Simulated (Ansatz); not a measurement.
Reaction (SMILES): NC=O + 3 [H][H] (H2) → C (CH4) + N (NH3) + O (H2O)
B3LYP-D3(BJ)/def2-TZVP geometries, fixed; electronic energies without zero-point terms.
Largest species:
```xyz
6

N     -1.0698     0.1943     0.1075
C      0.2724     0.3136    -0.0479
O      1.0507    -0.6113    -0.0819
H     -1.4767    -0.7220     0.2042
H     -1.6667     1.0020     0.1281
H      0.5920     1.3678    -0.1427
```
Charge 0, spin multiplicity 1.

Basis-set convergence of the energy of full hydrogenation at PBE with Ansatz (an electronic-structure program). All functions are spherical. The program fits the integrals of some runs and decomposes those of others, by size. Species with rotatable bonds are taken in one conformer. No added dispersion term, no relativity. Functions are those of the species that has most. Reference: the value in aug-pcseg-3, -50.70 kcal/mol, itself unsure by roughly 0.05 kcal/mol (its mean distance from aug-cc-pVQZ, def2-QZVPPD, pcseg-3). Deviations are taken from unrounded values.

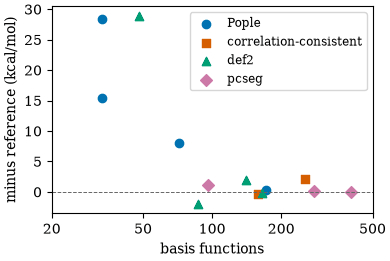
Figure. Deviation from the reference against the number of basis functions, by family of sets.

| basis | functions | energy of full hydrogenation (kcal/mol) | minus reference (kcal/mol) |
|---|---|---|---|
| 3-21G | 33 | -22.22 | 28.48 |
| 6-31G | 33 | -35.29 | 15.41 |
| def2-SV(P) | 48 | -21.79 | 28.91 |
| 6-311G** | 72 | -42.73 | 7.96 |
| def2-SVPD | 87 | -52.67 | -1.97 |
| aug-pcseg-1 | 96 | -49.52 | 1.18 |
| def2-TZVPD | 141 | -48.74 | 1.96 |
| jun-cc-pV(T+d)Z | 159 | -51.01 | -0.32 |
| def2-TZVPPD | 165 | -50.93 | -0.23 |
| 6-311++G(3df,3pd) | 171 | -50.35 | 0.35 |
| cc-pVQZ | 255 | -48.58 | 2.12 |
| pcseg-3 | 279 | -50.62 | 0.07 |
| aug-pcseg-3 | 402 | -50.70 | 0.00 |
